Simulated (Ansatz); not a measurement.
# B2(Cl)4 (B2Cl4): an energy map over angle Cl2–B1–B4 and dihedral Cl2–B1–B4–Cl5, part 2 of 2

How does the energy of B2(Cl)4 (B2Cl4) change over two coordinates at once? A grid of runs gives the map.

Ansatz 0.2.0; RKS PBE0-D4/def2-SVP.

## (7) The map

180 points were computed, 45 more follow by symmetry. Energies in kJ/mol, from the relaxed molecule at the same level:

```
dihedral Cl2–B1–B4–Cl5 (°) ↓, angle Cl2–B1–B4 (°) →  75.3  81.8  88.2  94.6  101.1  107.5  113.9  120.3  126.8  133.2  139.6  146.1  152.5  158.9  165.3
                                                156   511   317   191   111     60     29     11      5     10     26     57    108    186    306    489
                                                132   330   218   141    86     48     23      8      3      8     24     54    104    182    301    483
                                                108   225   160   110    70     40     18      5      1      5     21     51    101    178    296    477
                                                 84   205   149   104    67     38     17      5      0      5     21     51    100    177    295    476
                                                 60   265   183   122    76     43     20      6      2      6     22     52    102    180    298    480
                                                 36   416   265   165    98     54     26     10      4      9     25     56    106    184    303    486
                                                 12   589   358   212   121     64     31     13      6     11     27     58    109    187    307    491
                                                −12   589   358   212   121     64     31     13      6     11     27     58    109    187    307    491
                                                −36   416   265   165    98     54     26     10      4      9     25     56    106    184    303    486
                                                −60   265   183   122    76     43     20      6      2      6     22     52    102    180    298    480
                                                −84   205   149   104    67     38     17      5      0      5     21     51    100    177    295    476
                                               −108   225   160   110    70     40     18      5      1      5     21     51    101    178    296    477
                                               −132   330   218   141    86     48     23      8      3      8     24     54    104    182    301    483
                                               −156   511   317   191   111     60     29     11      5     10     26     57    108    186    306    489
                                               −180   619   375   221   125     66     32     13      6     11     27     58    109    188    308    492
```

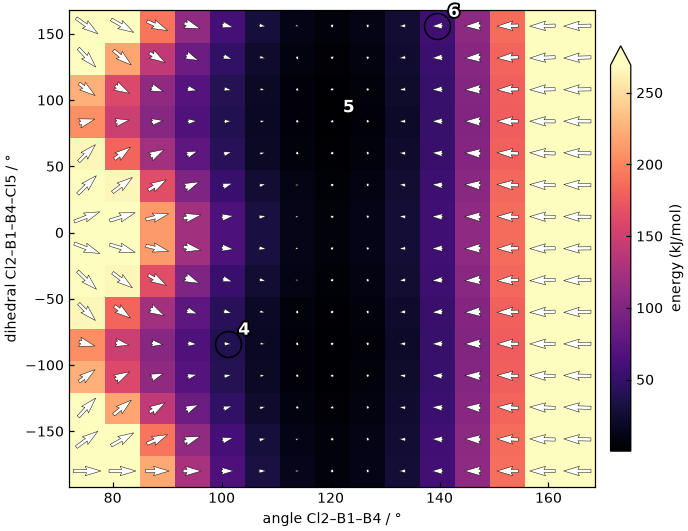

The map; numbers mark the steps of this session that print a point's run. Drawn: one coloured cell a grid point, arrows along the force (downhill), longer where it is stronger, one colour for all values above the top of the scale.

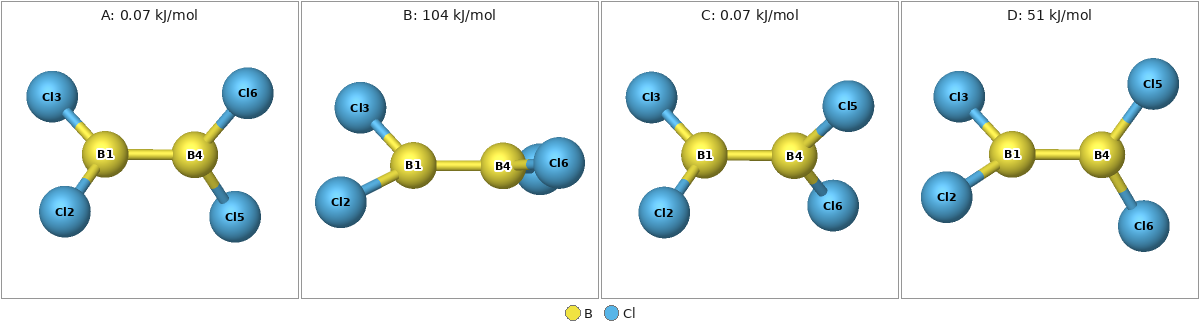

Structures on the grid, at one scale: A at (120.3°, 84°); B at (146.1°, 132°); C at (120.3°, −84°); D at (139.6°, −108°).

The dipole moment (D) at each point:

```csv
"dihedral Cl2–B1–B4–Cl5 (°) ↓, angle Cl2–B1–B4 (°) →",75.3,81.8,88.2,94.6,101.1,107.5,113.9,120.3,126.8,133.2,139.6,146.1,152.5,158.9,165.3
156,1.59,1.35,1.10,0.86,0.63,0.41,0.20,0.00,0.20,0.39,0.58,0.78,0.97,1.18,1.38
132,2.16,1.67,1.28,0.95,0.68,0.43,0.21,0.00,0.20,0.39,0.58,0.77,0.97,1.16,1.35
108,2.43,1.87,1.41,1.04,0.72,0.46,0.22,0.00,0.20,0.40,0.58,0.77,0.96,1.14,1.32
84,2.47,1.91,1.45,1.06,0.74,0.46,0.22,0.00,0.21,0.40,0.58,0.77,0.95,1.14,1.32
60,2.33,1.79,1.36,1.00,0.70,0.45,0.21,0.00,0.20,0.40,0.58,0.77,0.96,1.15,1.34
36,1.90,1.52,1.19,0.90,0.65,0.42,0.21,0.00,0.20,0.39,0.58,0.78,0.97,1.17,1.37
12,1.31,1.23,1.04,0.83,0.61,0.40,0.20,0.00,0.20,0.39,0.58,0.78,0.97,1.18,1.39
−12,1.31,1.23,1.04,0.83,0.61,0.40,0.20,0.00,0.20,0.39,0.58,0.78,0.97,1.18,1.39
−36,1.90,1.52,1.19,0.90,0.65,0.42,0.21,0.00,0.20,0.39,0.58,0.78,0.97,1.17,1.37
−60,2.33,1.79,1.36,1.00,0.70,0.45,0.21,0.00,0.20,0.40,0.58,0.77,0.96,1.15,1.34
−84,2.47,1.91,1.45,1.06,0.74,0.46,0.22,0.00,0.21,0.40,0.58,0.77,0.95,1.14,1.32
−108,2.43,1.87,1.42,1.04,0.72,0.46,0.22,0.00,0.20,0.40,0.58,0.77,0.96,1.14,1.32
−132,2.16,1.67,1.28,0.95,0.68,0.43,0.21,0.00,0.20,0.39,0.58,0.77,0.97,1.16,1.35
−156,1.59,1.35,1.10,0.86,0.63,0.41,0.20,0.00,0.20,0.39,0.58,0.78,0.97,1.18,1.38
−180,1.19,1.18,1.02,0.82,0.61,0.40,0.20,0.00,0.20,0.39,0.58,0.77,0.97,1.18,1.40
```

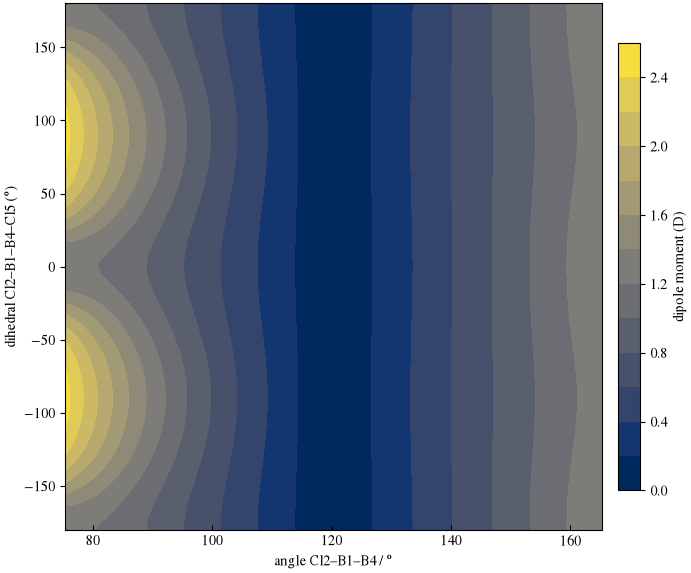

The dipole moment over the grid. The picture shows filled contours. Between grid points the surface is interpolated.

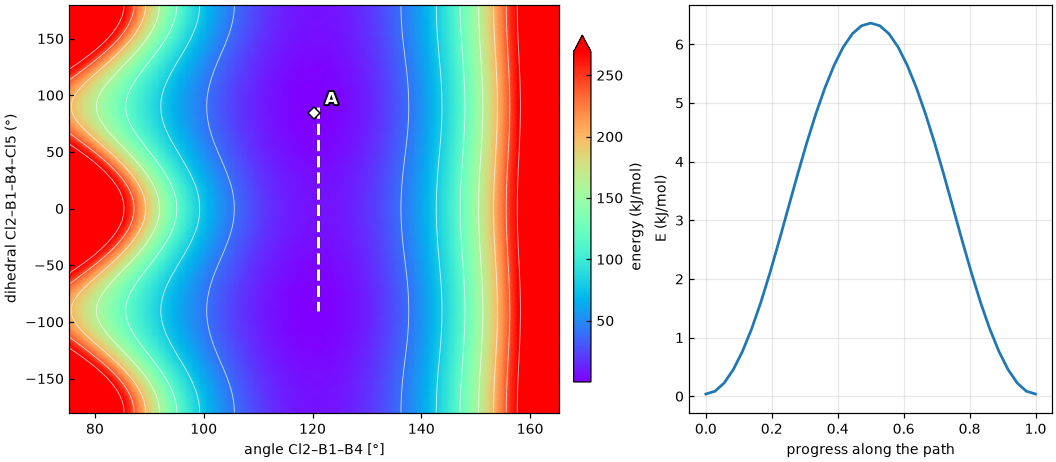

The easiest path on the interpolated surface, from A. In the figure: a smooth colour map, a line along the lowest path, one colour for all values above the top of the scale, the energy along the path at the right. Between grid points the surface is interpolated.

## (8) Summary of results

This closing draws on all 2 parts.

```
               quantity                                                                       value
           lowest point                                                  (120.3°, 84°), 0.07 kJ/mol
 highest computed point                                 (75.3°, −180°), 619 kJ/mol above the lowest
      dipole moment (D)  0.00 at (120.3°, −180°) to 2.47 at (75.3°, −84°); 0.00 at the lowest point
time for the whole task                                             15 min on 1 thread, shared host
```

The lowest computed point is at (120.3°, 84°), 0.07 kJ/mol from the relaxed molecule at the same level; the map holds 2 wells of about this depth. No other kind of well shows on this grid. The highest computed point, (75.3°, −180°), lies 619 kJ/mol above the lowest. On the interpolated surface the easiest way out of the lowest well to a well of the same energy at (120.3°, −84°) passes a barrier of about 6.3 kJ/mol. Round the minimum the two coordinates are nearly uncoupled. Between some neighbouring points the energy changes steeply, from close contacts of the rigid frames or a change of state; the map doesn't tell which.
